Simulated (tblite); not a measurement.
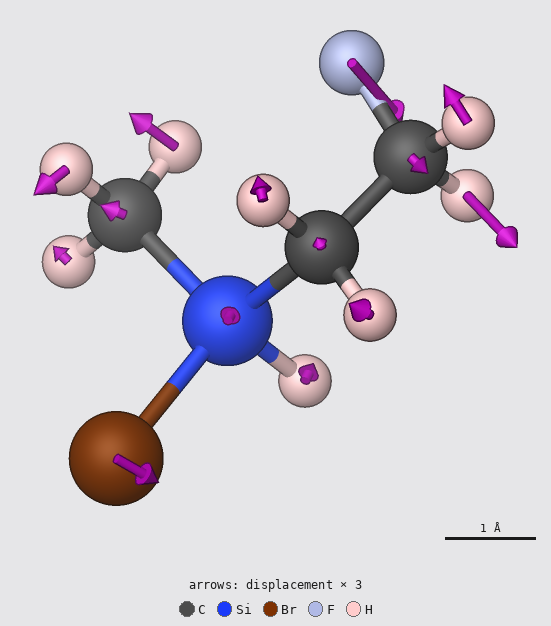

A relaxation of C3H8BrFSi. The starting structure is drawn; purple arrows show the displacements, 3 times their true length. The two geometries are superimposed by the best rigid fit.

Style: ball-and-stick. Shown at a tilt.

All numbers below come from GFN2-xTB geometry optimisation, gas phase (tblite 0.8.0). 

Question: What did the optimiser do to the structure, and how much energy did it gain?

Answer: The largest move after the best rigid fit is that of the F atom, 0.45 Å. By element the largest moves are F 0.45 Å, H 0.38 Å, Br 0.22 Å, C 0.11 Å, Si 0.09 Å. Some distances before and after: C–Si 1.864 → 1.906 Å, C–F 1.352 → 1.378 Å, Br–Si 2.222 → 2.239 Å, H–Si 1.472 → 1.460 Å. Among the angles between lasting bonds that change: C–Si–H 110.2° → 114.6°, Br–Si–H 108.3° → 104.3°, Si–C–C 114.5° → 111.6°. The energy falls by 0.076 eV in 83 geometry steps. The run took 0.85 s on 1 thread of Arm Neoverse N1, with other jobs on the host.
